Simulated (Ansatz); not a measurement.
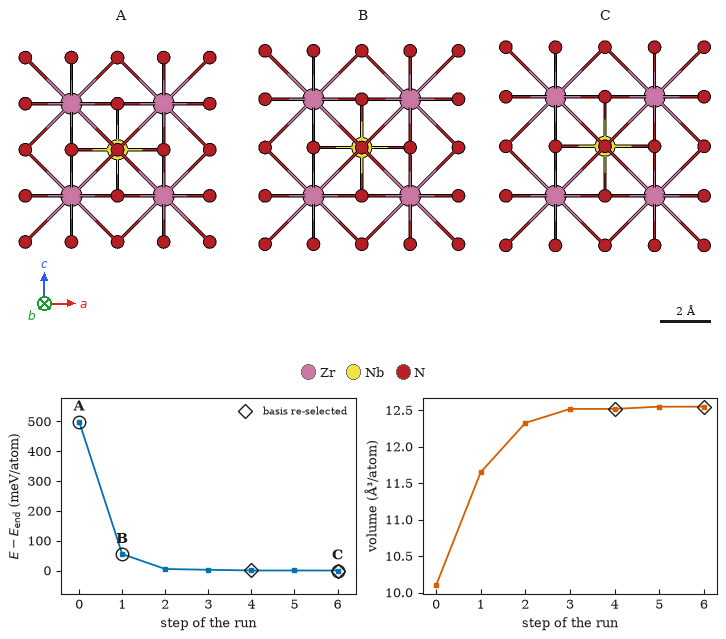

Frames of a relaxation of crystalline ZrNbN$_{3}$ (built on the cubic perovskite type) (coarse preliminary run), marked on the history of the run. The picture is a ball-and-stick view of the cell of the calculation, seen along the b axis.

Case: cubic perovskite type (Pm-3m, No. 221).

Theory: DFT r2SCAN, scalar-relativistic, plane waves, PAW in Ansatz.

The input:
```yaml
crystal:
  lattice:
    - [3.6959683475, 0.0, 0.0]
    - [0.0, 3.6959683475, 0.0]
    - [0.0, 0.0, 3.6959683475]
  atoms:
    - { symbol: Zr, position: [0.0, 0.0, 0.0] }
    - { symbol: Nb, position: [0.5, 0.5, 0.5] }
    - { symbol: "N", position: [0.0, 0.5, 0.5] }
    - { symbol: "N", position: [0.5, 0.0, 0.5] }
    - { symbol: "N", position: [0.5, 0.5, 0.0] }
basis:
  ecutwfc: 500
kpoints:
  mp_grid: { grid: [6, 6, 6] }
hamiltonian:
  xc: r2scan
scf:
  occupations: { method: gaussian, width: 0.1 }
  lower_state_search: "off"
output:
  forces: true
  stress: true
  eigenvalues: true
relax:
  adjacent_minimum: "off"
  f_tol: 0.04
  max_steps: 70
  cell: { stress_tol: 0.4 }
```

Run as
```bash
ansatz run input.yaml --threads 1 --pin off --max-ram 2560MiB --backend cpu --events-out ev --progress --plain --runs-dir out
```

> What happens along the run?

The atoms keep their places relative to the cell (all moves are under 0.005 Å). The volume changes by +24.3 %, with a = b = c 3.696 → 3.973 Å (+7.5 %). Among the contacts that change: Zr1–Nb2 3.201 → 3.441 Å, Zr1–N3 2.613 → 2.810 Å, Nb2–N3 1.848 → 1.987 Å. The space group stays Pm-3m (No. 221). After 4 accepted moves (6 points after the start) the energy has fallen by 500 meV per atom. All forces vanish by symmetry, so only the cell relaxes. Pressure: 77.19 GPa at the start and 0.01 GPa at the end. The SCF was repeated twice at an unchanged geometry on a basis and grid sized afresh for the cell, which shifted the energy by 2.3 meV per atom at most. From step 0 to 1: volume +15.3 %, energy −444 meV per atom. From step 1 to 6: volume +7.7 %, energy −55.2 meV per atom.

```json
{"step": "0", "E − E(0), meV/atom": "0.00", "pressure, GPa": "77.19", "volume, Å³/atom": "10.098", "note": ""}
{"step": "1", "E − E(0), meV/atom": "-444.44", "pressure, GPa": "20.36", "volume, Å³/atom": "11.647", "note": ""}
{"step": "2", "E − E(0), meV/atom": "-494.54", "pressure, GPa": "4.26", "volume, Å³/atom": "12.324", "note": ""}
{"step": "3", "E − E(0), meV/atom": "-497.19", "pressure, GPa": "0.40", "volume, Å³/atom": "12.516", "note": ""}
{"step": "4", "E − E(0), meV/atom": "-499.54", "pressure, GPa": "0.59", "volume, Å³/atom": "12.516", "note": "same geometry, new basis"}
{"step": "5", "E − E(0), meV/atom": "-499.58", "pressure, GPa": "0.01", "volume, Å³/atom": "12.547", "note": ""}
{"step": "6", "E − E(0), meV/atom": "-499.59", "pressure, GPa": "0.01", "volume, Å³/atom": "12.547", "note": "same geometry, new basis"}
```
